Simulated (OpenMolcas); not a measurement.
# Hf²⁺ among point charges: CASSCF levels and susceptibility

Aim: the splitting of the states of Hf²⁺ in the field of 4 point charges, its lowest levels with spin-orbit coupling and its magnetic susceptibility.

The numbers are computed with OpenMolcas 26.06 (state-averaged CASSCF, spin-orbit coupling by RASSI with atomic mean-field integrals), except any that are marked as measured or tabulated.

1 further run of the same task is left out (it didn't finish).

### 1 What is computed

- Species: Hf²⁺ (hafnium, Z = 72, 70 electrons)
- Basis: ANO-RCC-VDZP [7s6p4d2f1g], 68 functions
- Scalar Hamiltonian: DKH2, point nucleus
- Inactive shells: 1s 2s 2p 3s 3p 3d 4s 4p 4d 4f 5s 5p
- Active space: 2 electrons in 5 orbitals (5d)
- Some configurations of this space: 5d2
- Orbitals: optimised for each spin and parity, averaged over all roots

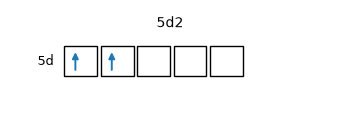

The shells outside the core, filled by Hund's rule for the drawing.

The ion sits among 4 point charges of -2 e arranged as a tetrahedron (Td), 1.87 Å from the ion. The active orbitals were held to one l.

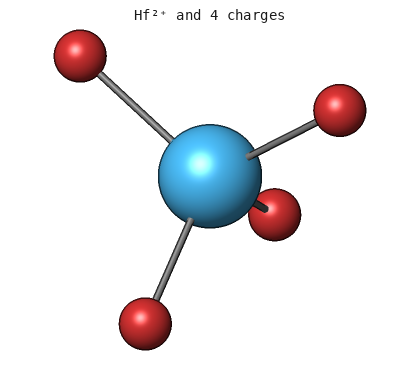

The ion and the point charges (red).

Each step is its own input file, run in one work folder so that later steps find the files of earlier ones. Labels, J, g values, rates, χT and fits are worked out afterwards by a script from the matrices that RASSI stores.

### 2 Basis and integrals

Input file a.inp:

```
&GATEWAY
Coord
1

Hf 0.0 0.0 0.0
Basis=ANO-RCC-VDZP
Group=NoSym
NoMove
AngMom=0.0 0.0 0.0
AMFI
XField
4 Angstrom 0
1.079645 1.079645 1.079645 -2.000000
1.079645 -1.079645 -1.079645 -2.000000
-1.079645 1.079645 -1.079645 -2.000000
-1.079645 -1.079645 1.079645 -2.000000
&SEWARD
```

Started as:

```sh
> OMP_NUM_THREADS=1 MOLCAS_MEM=1689 MOLCAS_PROJECT=a pymolcas a.inp > a.log
```

The log of the run:

```text
Basis set label: HF.ANO-RCC...7S6P4D2F1G.

      Electronic valence basis set:
      ------------------
      Associated Effective Charge  72.000000 au
      Associated Actual Charge     72.000000 au
      Nuclear Model: Point charge

      Shell  nPrim  nBasis  Cartesian Spherical Contaminant
         s      24       7        X
         p      21       6        X
         d      15       4                 X
         f      11       2                 X
         g       4       1                 X
                  Relativistic Douglas-Kroll-Hess integrals:
                    - DKH order of Hamiltonian: 2
                    - DKH order of Properties : 0
                  Atomic mean-field integrals
```

### 3 CASSCF: triplets, 10 roots

Input file a.inp:

```
&RASSCF
FileOrb=start.orb
Symmetry=1
Spin=3
nActEl=2 0 0
Inactive=34
Ras2=5
CIRoot=10 10 1
SDav=10
CIMx=300
Iter=120 100
PrWF=0.3
OrbListing=Nothing
MaxOrb=0
SupSym
1
20 10 11 12 13 14 19 20 21 22 23 35 36 37 38 39 48 49 50 51 52
>>> COPY $Project.JobIph JOB001
```

start.orb holds the contracted functions of the basis, ordered by shell, or the orbitals of the step before.

The log of the run, cut to the lines that bear on the results:

```text
[...]
      Number of active orbitals                  5
[...]
      Spin quantum number                      1.0
[...]
      Active orbitals                            5
[...]
      Number of CSFs                            10
      Number of root(s) required                10
[...]
      Convergence after  8 iterations
[...]
      Natural orbitals and occupation numbers for root  1
      sym 1:  -0.000000  -0.000000   1.000000   0.000000   1.000000
      Natural orbitals and occupation numbers for root  2
      sym 1:   0.839739   0.160261   0.839739  -0.000000   0.160261
      Natural orbitals and occupation numbers for root  3
      sym 1:   0.000000   0.891675   0.108325   0.108325   0.891675
::    RASSCF root number  1 Total energy: -15068.07577399
::    RASSCF root number  2 Total energy: -15067.96888221
::    RASSCF root number  3 Total energy: -15067.96888221
[...]
::    RASSCF root number  7 Total energy: -15067.94359624
::    RASSCF root number  8 Total energy: -15067.85002420
::    RASSCF root number  9 Total energy: -15067.85002420
::    RASSCF root number 10 Total energy: -15067.85002420
```

### 4 Reference wave functions, singlets, 15 roots

Input file a.inp:

```
&RASSCF
FileOrb=start.orb
Symmetry=1
Spin=1
nActEl=2 0 0
Inactive=34
Ras2=5
CIRoot=15 15 1
SDav=15
CIMx=300
Iter=120 100
PrWF=0.3
OrbListing=Nothing
MaxOrb=0
SupSym
1
20 10 11 12 13 14 19 20 21 22 23 35 36 37 38 39 48 49 50 51 52
>>> COPY $Project.JobIph JOB002
```

The log of the run, cut to the lines that bear on the results:

```text
[...]
      Number of active orbitals                  5
[...]
      Spin quantum number                      0.0
[...]
      Active orbitals                            5
[...]
      Number of CSFs                            15
      Number of root(s) required                15
[...]
      Convergence after  8 iterations
[...]
      Natural orbitals and occupation numbers for root  1
      sym 1:   0.001648   0.000290   0.998753   0.000556   0.998753
      Natural orbitals and occupation numbers for root  2
      sym 1:   0.000014   0.001373   0.998753   0.001107   0.998753
      Natural orbitals and occupation numbers for root  3
      sym 1:   0.011917   0.011917   0.982124   0.011917   0.982124
::    RASSCF root number  1 Total energy: -15068.04131640
::    RASSCF root number  2 Total energy: -15068.04131640
::    RASSCF root number  3 Total energy: -15068.01085792
[...]
::    RASSCF root number 12 Total energy: -15067.81871502
::    RASSCF root number 13 Total energy: -15067.81871502
::    RASSCF root number 14 Total energy: -15067.81871502
::    RASSCF root number 15 Total energy: -15067.76557755
```

### 5 RASSI: spin-orbit coupling between the states

Input file a.inp:

```
&RASSI
NrOfJobIphs=2 10 15
1 2 3 4 5 6 7 8 9 10
1 2 3 4 5 6 7 8 9 10 11 12 13 14 15
IphNames
JOB001
JOB002
EJob
SpinOrbit
DIPRint=1.0
SOCoupling=1000.0
Subsets=2
Property=9
'ANGMOM' 1 'ANGMOM' 2 'ANGMOM' 3 'MLTPL  1' 1 'MLTPL  1' 2 'MLTPL  1' 3
'AMFI' 1 'AMFI' 2 'AMFI' 3
SOProperty=3
'ANGMOM' 1 'ANGMOM' 2 'ANGMOM' 3
```

The log of the run, cut to the lines that bear on the results:

```text
SPIN-FREE ENERGIES:
  (Shifted by EMIN (a.u.) =     -15068.0757739940)
 SF State       Relative EMIN(au)   Rel lowest level(eV)    D:o, cm**(-1)      L_eff
     1             0.0000000000        0.0000000000              0.0000         3.0
    11             0.0344575911        0.9376388194           7562.5671         2.9
    12             0.0344575911        0.9376388194           7562.5671         2.9
    13             0.0649160693        1.7664562356          14247.4304         3.3
     2             0.1068917888        2.9086737512          23460.0359         3.0
     3             0.1068917888        2.9086737512          23460.0359         3.0
     4             0.1068917888        2.9086737512          23460.0359         3.0
     5             0.1321777506        3.5967398244          29009.6631         1.9
     6             0.1321777506        3.5967398244          29009.6631         1.9
     7             0.1321777506        3.5967398244          29009.6631         1.9
[...]
Eigenvalues of complex Hamiltonian:
   -----------------------------------
  (Shifted by EMIN (a.u.) =     -15068.0757739940)
 SO State       Relative EMIN(au)   Rel lowest level(eV)    D:o, cm**(-1)     J-value
     1            -0.0005808613        0.0000000000              0.0000         2.5
     2            -0.0005808613        0.0000000000              0.0000         2.5
     3            -0.0005808613        0.0000000000              0.0000         2.5
     4             0.0336184384        0.9306103539           7505.8787         2.3
     5             0.0336184384        0.9306103539           7505.8787         2.3
     6             0.0641309017        1.7608967776          14202.5903         2.6
     7             0.1038744970        2.8423751007          22925.3013         2.4
     8             0.1049980061        2.8729473411          23171.8830         2.5
     9             0.1049980061        2.8729473411          23171.8830         2.4
    10             0.1049980061        2.8729473411          23171.8830         2.4
    11             0.1074157381        2.9387371792          23702.5138         2.4
[...]
```

Time for these steps: 8.5 s (1 thread of Intel Xeon Platinum 8259CL at 2.50GHz (Skylake/Cascade Lake), shared host).

States without spin-orbit coupling:

```tsv
state	degeneracy	E (cm-1)	free-ion L (%)
3A2	1	0	F (100)
1E	2	7563	D (61)
1A1	1	14247	G (73)
3T2	3	23460	F (100)
3T1	3	29010	P (66)
1T2	3	31213	D (64)
1T1	3	33348	G (100)
3T1	3	49546	F (66)
1E	2	56354	G (61)
1T2	3	56418	G (64)
1A1	1	68080	S (73)
```

With spin-orbit coupling:

```
E (cm-1)  Degeneracy  Label  2S+1
     0.0           3     T2     3
    7506           2      E     1
   14203           1     A1     1
   22925           1     A2     3
   23172           3     T2     3
   23703           2      E     3
   23754           3     T1     3
   28873           1     A1     3
   28966           3     T1     3
   29149           3     T2     3
   29509           2      E     3
   31480           3     T2     1
   33586           3     T1     1
   49227           2      E     3
   49240           3     T2     3
   50231           3     T1     3
   50501           1     A1     3
   56625           2      E     1
   56710           3     T2     1
   68479           1     A1     1
```

Powder χT (cm³ K/mol): 0.83 at 2 K, 0.83 at 5 K, 0.83 at 10 K, 0.83 at 20 K, 0.83 at 50 K, 0.84 at 100 K, 0.84 at 150 K, 0.84 at 200 K, 0.85 at 250 K, 0.85 at 300 K.

A ligand-field fit to the states below 45000 cm-1 gives 10Dq = -23685 cm-1, B = 495 cm-1 and C = 1906 cm-1 (C/B = 3.85), with a deviation of 71 cm-1.

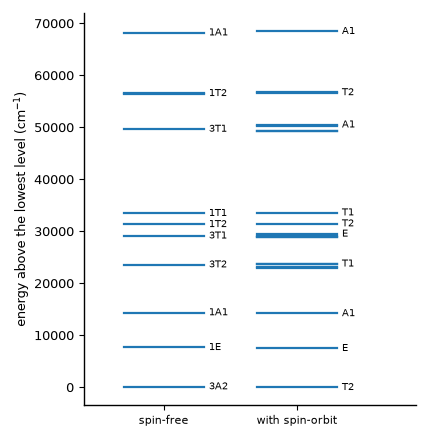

The states in the field without (left) and with (right) spin-orbit coupling.

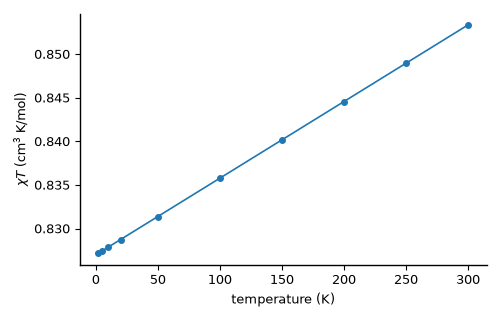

χT against temperature.

### 6 Results

| quantity | value |
| --- | --- |
| method | CASSCF |
| spin-free ground state | 3A2, 1-fold in its orbital part |
| first state of the same spin within the active space | 3T2 at 23500 cm⁻¹ |
| lowest level | 3-fold T2 |
| next level | 7505.9 cm⁻¹ |
| χT at 300 K | 0.85 cm³ K/mol |
| effective moment at 300 K | 2.61 μB |

What this shows: The spin-free ground state (3A2) comes to 100 % from free-ion F terms and keeps the highest spin of the shell. χT at 300 K is 0.85, against 1.00 cm³ K/mol for the spin alone, so spin-orbit coupling lowers it. A ligand-field fit to the states below 45000 cm-1 gives 10Dq = -23685 cm-1, B = 495 cm-1 and C = 1906 cm-1 (C/B = 3.85), with a deviation of 71 cm-1. The field of point charges can differ much from that of real complexes. This is an electrostatic model: the charges have no orbitals.
